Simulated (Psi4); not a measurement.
**BH (SMILES [BH]): TPSSh/def2-TZVPPD**

Aim: the vertical singlet–triplet gap of BH at TPSSh/def2-TZVPPD, from 2 runs. 

The calculation is run with Psi4 1.11.

## (1) The molecule

BH has 2 atoms, charge 0, and is taken as a singlet. SMILES: `[BH]`. Geometry: the measured bond length.

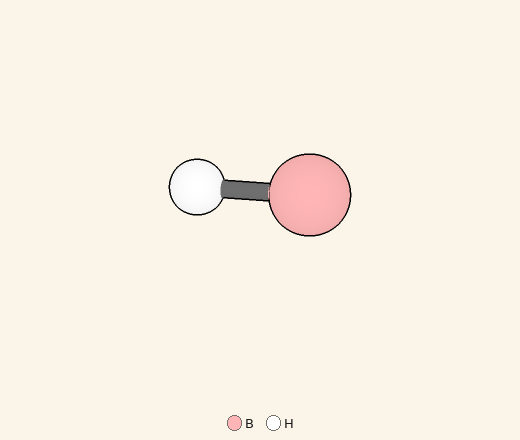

The structure, seen from a chosen angle (boron pink, hydrogen white).

## (2) A single-point energy at TPSSh/def2-TZVPPD

The input, bh.inp:

```
memory 1600 mb

molecule {
  B      0.000000     0.000000     0.000000
  H      0.000000     0.000000     1.232400
  symmetry c1
}

set basis def2-TZVPPD
set puream true
set e_convergence 1e-09
set d_convergence 1e-08
set scf_type pk
set dft_radial_points 99
set dft_spherical_points 590

result, w = energy("tpssh", return_wfn=True)
print_variables()
```

Command:

```bash
$ psi4 bh.inp bh.out -n 1
```

bh.out:

```text
[...]
  Running in c1 symmetry.
[...]
  Nuclear repulsion =    2.146937725860111
[...]
  Multiplicity = 1
[...]
  Nalpha       = 3
  Nbeta        = 3
[...]
    Number of basis functions: 54
[...]
   @RKS iter   1:   -25.28675713470292   -3.97592e-01   2.30502e-03 DIIS/ADIIS
[...]
   @RKS iter   7:   -25.29943719082437   -1.10774e-11   6.70873e-09 DIIS
[...]
    Orbital Energies [Eh]
    ---------------------
    Doubly Occupied:
       1A     -6.785392     2A     -0.472469     3A     -0.225623
    Virtual:
       4A     -0.100673     5A     -0.100673     6A      0.013862
       7A      0.081069     8A      0.111285     9A      0.120020
      10A      0.120020    11A      0.128228    12A      0.128228
      13A      0.148718    14A      0.148718    15A      0.200533
      16A      0.247669    17A      0.286574    18A      0.286574
      19A      0.345551    20A      0.471456    21A      0.517542
      22A      0.517542    23A      0.532999    24A      0.532999
      25A      0.749351    26A      0.901838    27A      0.903585
[...]
  @RKS Final Energy:   -25.29943719082437
   => Energetics <=
    Nuclear Repulsion Energy =              2.1469377258601106
    One-Electron Energy =                 -37.2442190199220278
    Two-Electron Energy =                  13.6887244785087461
    DFT Exchange-Correlation Energy =      -3.8908803752712022
    Empirical Dispersion Energy =           0.0000000000000000
    VV10 Nonlocal Energy =                  0.0000000000000000
    Total Energy =                        -25.2994371908243707
[...]
 Multipole Moments:
 ------------------------------------------------------------------------------------
     Multipole            Electronic (a.u.)      Nuclear  (a.u.)        Total (a.u.)
 ------------------------------------------------------------------------------------
 L = 1.  Multiply by 2.5417464519 to convert [e a0] to [Debye]
 Dipole X            :         -0.0000000            0.0000000           -0.0000000
 Dipole Y            :         -0.0000000            0.0000000           -0.0000000
 Dipole Z            :         -0.5273531            1.1570103            0.6296572
 Magnitude           :                                                    0.6296572
[...]
```

It took 7.5 s on 1 thread of AMD EPYC 7B13 (Zen 3), shared host; peak memory 0.66 GiB.

## (3) The triplet

The input, run.py:

```python
import psi4

psi4.set_memory('1600 MB')
psi4.set_num_threads(1)
psi4.core.set_output_file('output.dat', False)

m = psi4.geometry("""
0 3
B      0.000000     0.000000     0.000000
H      0.000000     0.000000     1.232400
symmetry c1
""")

psi4.set_options({
    'basis': 'def2-TZVPPD',
    'reference': 'uks',
    'puream': True,
    'e_convergence': 1e-09,
    'd_convergence': 1e-08,
    'scf_type': 'pk',
    'dft_radial_points': 99,
    'dft_spherical_points': 590,
    'maxiter': 100,
})

e, wfn = psi4.energy("tpssh", return_wfn=True)
psi4.oeprop(wfn, "LOWDIN_CHARGES", "DIPOLE", "MULLIKEN_CHARGES")
print(f'total energy {e:.8f} hartree = {e * 27.211386:.5f} eV')
```

Command:

```bash
$ python run.py
```

output.dat:

```text
[...]
  Running in c1 symmetry.
[...]
  Nuclear repulsion =    2.146937725860111
[...]
  Multiplicity = 3
[...]
  Nalpha       = 4
  Nbeta        = 2
[...]
    Number of basis functions: 54
[...]
   @UKS iter   1:   -25.24792470444493   -3.58759e-01   2.64106e-03 DIIS/ADIIS
[...]
   @UKS iter   9:   -25.26283810088418   -2.70717e-12   2.10311e-09 DIIS
[...]
   @S^2 Observed:                2.001713191E+00
[...]
    Orbital Energies [Eh]
    ---------------------
    Alpha Occupied:
       1A     -6.778049     2A     -0.480524     3A     -0.288003
       4A     -0.180283
    Alpha Virtual:
       5A     -0.115333     6A      0.008045     7A      0.075294
       8A      0.090277     9A      0.109408    10A      0.111844
      11A      0.119369    12A      0.122295    13A      0.128517
      14A      0.138655    15A      0.189097    16A      0.226718
      17A      0.282662    18A      0.284320    19A      0.338713
      20A      0.450412    21A      0.496030    22A      0.504615
      23A      0.508353    24A      0.512602    25A      0.725347
[...]
  @UKS Final Energy:   -25.26283810088418
   => Energetics <=
    Nuclear Repulsion Energy =              2.1469377258601106
    One-Electron Energy =                 -37.2215691564371838
    Two-Electron Energy =                  13.7231550082923928
    DFT Exchange-Correlation Energy =      -3.9113616785995058
    Empirical Dispersion Energy =           0.0000000000000000
    VV10 Nonlocal Energy =                  0.0000000000000000
    Total Energy =                        -25.2628381008841814
[...]
 Multipole Moments:
 ------------------------------------------------------------------------------------
     Multipole            Electronic (a.u.)      Nuclear  (a.u.)        Total (a.u.)
 ------------------------------------------------------------------------------------
 L = 1.  Multiply by 2.5417464519 to convert [e a0] to [Debye]
 Dipole X            :          0.0000000            0.0000000            0.0000000
 Dipole Y            :          0.0000000            0.0000000            0.0000000
 Dipole Z            :         -1.0741107            1.1570103            0.0828996
 Magnitude           :                                                    0.0828996
[...]
  Mulliken Charges: (a.u.)
   Center  Symbol    Alpha    Beta     Spin     Total
       1     B     3.46705  1.57462  1.89243 -0.04167
       2     H     0.53295  0.42538  0.10757  0.04167
   Total alpha =  4.00000, Total beta =  2.00000, Total charge =  0.00000
  Lowdin Charges: (a.u.)
   Center  Symbol    Alpha    Beta     Spin     Total
       1     B     3.26532  1.53073  1.73459  0.20396
       2     H     0.73468  0.46927  0.26541 -0.20396
  Total alpha =  4.00000, Total beta =  2.00000, Total charge =  0.00000
```

On the terminal:

```text
total energy -25.26283810 hartree = -687.43684 eV
```

Wall time 14 s (1 thread of AMD EPYC 7B13 (Zen 3), shared host); peak memory 0.66 GiB.

## (4) Outcome

Level: TPSSh/def2-TZVPPD.

| quantity | value |
| --- | --- |
| singlet: total energy | -25.29944 Eh |
| singlet: dipole moment | 1.60 D |
| singlet: HOMO energy | -6.14 eV |
| singlet: LUMO energy | -2.74 eV |
| singlet: HOMO–LUMO gap | 3.40 eV |
| triplet: total energy | -25.26284 Eh |
| triplet: dipole moment | 0.21 D |
| triplet: HOMO energy (highest over α and β) | -4.91 eV |
| triplet: LUMO energy (lowest over α and β) | -4.09 eV |
| triplet: ⟨S²⟩ | 2.002 |
| vertical energy of the triplet above the singlet | 0.996 eV |

At this shape the triplet lies 1.00 eV (23.0 kcal/mol) above the singlet.
